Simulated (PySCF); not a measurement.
# One shape, several levels: triplet CH3BO

We compute a comparison of 6 runs (U-r2SCAN/def2-TZVP, U-revPBE/def2-TZVP, U-wB97M-V/def2-TZVP, UBHLYP/def2-TZVP, UBLYP/def2-TZVP, UCAM-B3LYP/def2-TZVP) of triplet CH3BO. The job is set up through a Python script.

The results are computed with PySCF 2.14.0.

1 further run of the same task is left out (set aside as unsound or not needed).

## Step 1: The molecule

The species is CH3BO (6 atoms), meant as a triplet with charge 0. SMILES of the parent species: `[BH3-]C#[O+]`. The coordinates come from a GFN2-xTB relaxation. That shape belongs to the parent species and isn't relaxed for this state.

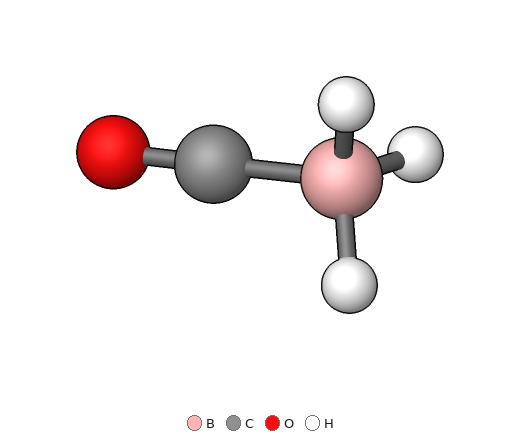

Viewed from a chosen angle; boron pink, carbon grey, oxygen red, hydrogen white.

## Step 2: The energy at U-r2SCAN/def2-TZVP (run 1)

The input, input.py:

```python
from pyscf import gto, dft

mol = gto.M(
    atom=[
    ('B', (-0.267820, 0.395530, -0.192970)),
    ('C', (0.482140, -0.749160, 0.351570)),
    ('O', (1.081050, -1.621230, 0.782350)),
    ('H', (-1.421210, 0.151210, -0.065180)),
    ('H', (0.052740, 0.493160, -1.331590)),
    ('H', (0.073090, 1.330480, 0.455820)),
],
    spin=2,
    charge=0,
    basis='def2-tzvp',
    verbose=3,
    max_memory=1860,
)

ks = dft.UKS(mol, xc='r2scan')
ks.grids.level = 5
ks.conv_tol = 1e-10
ks.kernel()
if not ks.converged:
    ks = ks.newton().run(ks.mo_coeff, ks.mo_occ)

energy = ks.e_tot
print(f'total energy: {energy:.8f} hartree')
```

Command:

```sh
$ OMP_NUM_THREADS=1 python input.py
```

Log:

```text
WARN: HOMO -0.103067102967528 >= LUMO -0.399293300554678

WARN: HOMO 0.00329444053021715 >= LUMO -0.226486818436793

WARN: HOMO -0.0746424487848982 >= LUMO -0.282016297548859

WARN: HOMO -0.0819764128651457 >= LUMO -0.314686092908344

WARN: HOMO -0.0921557297144204 >= LUMO -0.308080501303966

WARN: HOMO -0.0921211405999465 >= LUMO -0.304588094742783

WARN: HOMO -0.0935394273162871 >= LUMO -0.302719980144545

WARN: HOMO -0.0949031544250936 >= LUMO -0.302970441573013

WARN: HOMO -0.0937815028640543 >= LUMO -0.301996524441464

WARN: HOMO -0.0942434827814367 >= LUMO -0.30203744085939

WARN: HOMO -0.0939957941902243 >= LUMO -0.302061408238046

WARN: HOMO -0.094020829281142 >= LUMO -0.302052877473397

WARN: HOMO -0.0940188516484817 >= LUMO -0.30206423091818

WARN: HOMO -0.0940160943980857 >= LUMO -0.302064515758918

WARN: HOMO -0.0940262287776363 >= LUMO -0.302059963280342

WARN: HOMO -0.0940585721352072 >= LUMO -0.302078199066997

WARN: HOMO -0.094055929537042 >= LUMO -0.302045270841887

WARN: HOMO -0.0941172580151388 >= LUMO -0.302010105008236

WARN: HOMO -0.0940620673551393 >= LUMO -0.30203211299677

WARN: HOMO -0.0942297310731384 >= LUMO -0.302005219628398

WARN: HOMO -0.0941446430296722 >= LUMO -0.302030536579242

WARN: HOMO -0.0943817345802884 >= LUMO -0.301962599173759

WARN: HOMO -0.0942994820473011 >= LUMO -0.302008278144129

WARN: HOMO -0.0940475809308552 >= LUMO -0.302154670497824

WARN: HOMO -0.094101959239687 >= LUMO -0.302133070992404

WARN: HOMO -0.0941075057921239 >= LUMO -0.302138777982382

WARN: HOMO -0.0941035509284411 >= LUMO -0.302141257373695

WARN: HOMO -0.0941044857786331 >= LUMO -0.302140043472019

WARN: HOMO -0.0941052020524005 >= LUMO -0.302139833181684

converged SCF energy = -139.721189779198  <S^2> = 2.0118097  2S+1 = 3.0078629
total energy: -139.72118978 hartree
```

Wall time 3 min (1 thread of Arm Neoverse V1, shared host); peak memory 0.65 GiB.

## Step 3: A single-point energy at U-revPBE/def2-TZVP (run 2)

The input, run.py:

```python
from pyscf import gto, dft

mol = gto.M(
    atom='''
B     -0.506106     0.747443    -0.364660
C      0.911113    -1.415707     0.664371
O      2.042888    -3.063681     1.478427
H     -2.685698     0.285745    -0.123172
H      0.099664     0.931937    -2.516340
H      0.138120     2.514243     0.861375
''',
    max_memory=1860,
    unit='bohr',
    spin=2,
    verbose=3,
    basis='def2-tzvp',
)

mf = dft.UKS(mol, xc='revpbe')
mf.conv_tol = 1e-10
mf.grids.level = 5
mf.kernel()
if not mf.converged:
    mf = mf.newton().run(mf.mo_coeff, mf.mo_occ)

energy = mf.e_tot
print('E = %.10f Eh' % energy)
```

Command:

```sh
$ OMP_NUM_THREADS=1 python run.py
```

Log:

```text
WARN: HOMO -0.105895317128419 >= LUMO -0.387749018627941

WARN: HOMO 0.00340859521107026 >= LUMO -0.211080366546899

WARN: HOMO -0.072884771222063 >= LUMO -0.27412618904082

WARN: HOMO -0.0710532464360457 >= LUMO -0.310243321217783

WARN: HOMO -0.0739258193086322 >= LUMO -0.30658477842866

WARN: HOMO -0.0761246794317262 >= LUMO -0.30395629270221

WARN: HOMO -0.0793442264233022 >= LUMO -0.305261739279233

WARN: HOMO -0.0804872744045362 >= LUMO -0.306111795002042

WARN: HOMO -0.0831083021609942 >= LUMO -0.306103833251348

WARN: HOMO -0.0815354982098313 >= LUMO -0.305558032001708

WARN: HOMO -0.0818448296701959 >= LUMO -0.305732639761257

WARN: HOMO -0.0818573978390056 >= LUMO -0.305706038955863

WARN: HOMO -0.0818381551965679 >= LUMO -0.305697971771029

WARN: HOMO -0.0818483811505111 >= LUMO -0.305713337297946

WARN: HOMO -0.0819193575023718 >= LUMO -0.305640381976293

WARN: HOMO -0.0818968934034352 >= LUMO -0.305669484712123

WARN: HOMO -0.0820384281227291 >= LUMO -0.305629145458263

WARN: HOMO -0.0819569719055373 >= LUMO -0.30569745397242

WARN: HOMO -0.0818444814035324 >= LUMO -0.305734025481404

WARN: HOMO -0.0818963771733863 >= LUMO -0.305743979408114

WARN: HOMO -0.0818947057683523 >= LUMO -0.305749389598689

WARN: HOMO -0.0818893126071281 >= LUMO -0.305756828079656

WARN: HOMO -0.0818864365906471 >= LUMO -0.305757128950386

WARN: HOMO -0.0818863912806158 >= LUMO -0.305757042558909

WARN: HOMO -0.081887073460102 >= LUMO -0.30575671325501

converged SCF energy = -139.763813155662  <S^2> = 2.005273  2S+1 = 3.0035133
E = -139.7638131557 Eh
```

It took 59 s on 1 thread of Arm Neoverse V1, shared host; peak memory 0.59 GiB.

Runs 3 to 4 aren't shown in full; the table further down has their settings and results.

## Step 4: A single-point energy at UBLYP/def2-TZVP (run 5)

The input, input.py:

```python
from pyscf import gto, dft

molecule = gto.M(
    atom='''
B     -0.506106     0.747443    -0.364660
C      0.911113    -1.415707     0.664371
O      2.042888    -3.063681     1.478427
H     -2.685698     0.285745    -0.123172
H      0.099664     0.931937    -2.516340
H      0.138120     2.514243     0.861375
''',
    unit='bohr',
    verbose=3,
    spin=2,
    max_memory=1860,
    basis='def2-tzvp',
)

mf = dft.UKS(molecule, xc='blyp')
mf.conv_tol = 1e-10
mf.grids.level = 5
mf.kernel()
if not mf.converged:
    mf = mf.newton().run(mf.mo_coeff, mf.mo_occ)

e_final = mf.e_tot
print(f'total energy: {e_final:.8f} hartree')
```

Command:

```sh
$ OMP_NUM_THREADS=1 python input.py
```

Log:

```text
WARN: HOMO -0.104210170090188 >= LUMO -0.383976875883392

WARN: HOMO 0.00845794873738691 >= LUMO -0.202236918772151

WARN: HOMO -0.0791608709455106 >= LUMO -0.273989816334726

WARN: HOMO -0.073338933135303 >= LUMO -0.314868497026567

WARN: HOMO -0.0701574100271118 >= LUMO -0.306310530140014

WARN: HOMO -0.0729675704155009 >= LUMO -0.303531875560379

WARN: HOMO -0.0758896043453454 >= LUMO -0.304190692493052

WARN: HOMO -0.0774583008296439 >= LUMO -0.305461265782419

WARN: HOMO -0.0812982213984661 >= LUMO -0.306141094677159

WARN: HOMO -0.0794178577314995 >= LUMO -0.30541751086806

WARN: HOMO -0.0798579391112142 >= LUMO -0.305612302559161

WARN: HOMO -0.0798582969514428 >= LUMO -0.305572423604028

WARN: HOMO -0.0798715470179197 >= LUMO -0.305596288366277

WARN: HOMO -0.0798776017331804 >= LUMO -0.30559954316389

WARN: HOMO -0.0798890051160264 >= LUMO -0.305595574581367

WARN: HOMO -0.0798698452106841 >= LUMO -0.30566347109429

WARN: HOMO -0.0798822731494333 >= LUMO -0.30559694648369

WARN: HOMO -0.0799442819250515 >= LUMO -0.305607422093338

WARN: HOMO -0.0799186177071753 >= LUMO -0.305606717069725

WARN: HOMO -0.0799548282696492 >= LUMO -0.30562376465367

WARN: HOMO -0.0799499068762053 >= LUMO -0.305652609961385

WARN: HOMO -0.0799619228527213 >= LUMO -0.305662577470253

WARN: HOMO -0.0799438206451661 >= LUMO -0.30566775628414

WARN: HOMO -0.079953978400745 >= LUMO -0.305672618231909

WARN: HOMO -0.0799379650103518 >= LUMO -0.305677604005096

WARN: HOMO -0.0799405984125272 >= LUMO -0.305675315350132

WARN: HOMO -0.0799411300379766 >= LUMO -0.305675883590387

WARN: HOMO -0.0799412672370678 >= LUMO -0.305675728632041

converged SCF energy = -139.765744248206  <S^2> = 2.0053016  2S+1 = 3.0035323
total energy: -139.76574425 hartree
```

It took 65 s on 1 thread of Arm Neoverse V1, shared host; peak memory 0.59 GiB.

## Step 5: The energy at UCAM-B3LYP/def2-TZVP (run 6)

The input, input.py:

```python
from pyscf import gto, dft

mol = gto.M(
    atom=[
    ('B', (-0.267820, 0.395530, -0.192970)),
    ('C', (0.482140, -0.749160, 0.351570)),
    ('O', (1.081050, -1.621230, 0.782350)),
    ('H', (-1.421210, 0.151210, -0.065180)),
    ('H', (0.052740, 0.493160, -1.331590)),
    ('H', (0.073090, 1.330480, 0.455820)),
],
    verbose=3,
    basis='def2-tzvp',
    spin=2,
    max_memory=1860,
)

myscf = dft.UKS(mol)
myscf.xc = 'cam-b3lyp'
myscf.grids.level = 5
myscf.conv_tol = 1e-10
myscf.kernel()
if not myscf.converged:
    myscf = myscf.newton().run(myscf.mo_coeff, myscf.mo_occ)

e_final = myscf.e_tot
print('E = %.10f Eh' % e_final)
```

Command:

```sh
$ OMP_NUM_THREADS=1 python input.py
```

Log:

```text
WARN: HOMO -0.0593200575484391 >= LUMO -0.4011862515746

WARN: HOMO -0.100901895433097 >= LUMO -0.272245194014218

WARN: HOMO -0.159466102998355 >= LUMO -0.26341533444451

WARN: HOMO -0.167388615226972 >= LUMO -0.2577210581995

WARN: HOMO -0.167409746557048 >= LUMO -0.250674720845105

WARN: HOMO -0.167184649638305 >= LUMO -0.250249596763805

WARN: HOMO -0.167766078967556 >= LUMO -0.249955689083684

WARN: HOMO -0.167758736144268 >= LUMO -0.249939067202117

WARN: HOMO -0.167414170559926 >= LUMO -0.249500876815492

WARN: HOMO -0.167359615324713 >= LUMO -0.249212690327855

WARN: HOMO -0.16708479444873 >= LUMO -0.250576702172104

WARN: HOMO -0.166604966438769 >= LUMO -0.251290067105508

WARN: HOMO -0.166952627122303 >= LUMO -0.250770606113285

WARN: HOMO -0.167122441403038 >= LUMO -0.250589727214194

WARN: HOMO -0.167146672790711 >= LUMO -0.250534890199418

WARN: HOMO -0.167239283931234 >= LUMO -0.250524279929444

WARN: HOMO -0.167343577568257 >= LUMO -0.250411447831233

WARN: HOMO -0.167901903361152 >= LUMO -0.250137599246482

WARN: HOMO -0.167360816113359 >= LUMO -0.250295722295935

WARN: HOMO -0.167770834797579 >= LUMO -0.249960200195009

WARN: HOMO -0.167206923620004 >= LUMO -0.25021321893945

WARN: HOMO -0.167312845914321 >= LUMO -0.250253410540395

WARN: HOMO -0.167255825112136 >= LUMO -0.250262110959056

WARN: HOMO -0.167291028684719 >= LUMO -0.250274730027659

WARN: HOMO -0.167302722442766 >= LUMO -0.250271199802206

WARN: HOMO -0.167451524533103 >= LUMO -0.250154699745313

WARN: HOMO -0.167436793987417 >= LUMO -0.250123733641416

WARN: HOMO -0.167459449066648 >= LUMO -0.250043753682014

WARN: HOMO -0.167428804901164 >= LUMO -0.25012822700289

WARN: HOMO -0.167418253277273 >= LUMO -0.250134260479363

WARN: HOMO -0.167438110969623 >= LUMO -0.250126079662817

WARN: HOMO -0.167428233489304 >= LUMO -0.250141033655883

WARN: HOMO -0.167454831888254 >= LUMO -0.250121656770464

WARN: HOMO -0.167447610609358 >= LUMO -0.250153071470866

WARN: HOMO -0.167453039100835 >= LUMO -0.250178228540687

WARN: HOMO -0.167440047795171 >= LUMO -0.250175266590265

WARN: HOMO -0.16744016583581 >= LUMO -0.250179118891261

WARN: HOMO -0.16744284891271 >= LUMO -0.250178124554026

WARN: HOMO -0.167441561522132 >= LUMO -0.250179276145609

WARN: HOMO -0.167441605354767 >= LUMO -0.25017905736668

converged SCF energy = -139.715985479255  <S^2> = 2.0171894  2S+1 = 3.0114378
E = -139.7159854793 Eh
```

Wall time 2.3 min (1 thread of Arm Neoverse V1, shared host); peak memory 0.59 GiB.

## Step 6: All runs side by side

| run | level | nlc grid | energy (Eh) | dipole moment (D) | HOMO energy (eV) | ⟨S²⟩ | wall time |
| --- | --- | --- | --- | --- | --- | --- | --- |
| 1 | U-r2SCAN/def2-TZVP | – | -139.721190 | 1.59 | -2.56 | 2.012 | 3 min |
| 2 | U-revPBE/def2-TZVP | – | -139.763813 | 1.33 | -2.23 | 2.005 | 59 s |
| 3 | U-wB97M-V/def2-TZVP | 1 | -139.715957 | 2.11 | -5.24 | 2.010 | 6.2 min |
| 4 | UBHLYP/def2-TZVP | – | -139.701252 | 2.36 | -4.47 | 2.028 | 79 s |
| 5 | UBLYP/def2-TZVP | – | -139.765744 | 1.37 | -2.18 | 2.005 | 65 s |
| 6 | UCAM-B3LYP/def2-TZVP | – | -139.715985 | 2.20 | -4.56 | 2.017 | 2.3 min |

## Step 7: Results

```
                                 quantity          value
                      run 6: total energy  -139.71599 Eh
                     run 6: dipole moment         2.20 D
run 6: HOMO energy (highest over α and β)       -4.56 eV
                              run 6: ⟨S²⟩          2.017
```

What this shows: The dipole moment (its size) runs from 1.33 D (U-revPBE/def2-TZVP) to 2.36 D (UBHLYP/def2-TZVP). Totals of different functionals can't be ranked against each other. All runs together took 15 min, the longest 6.2 min.
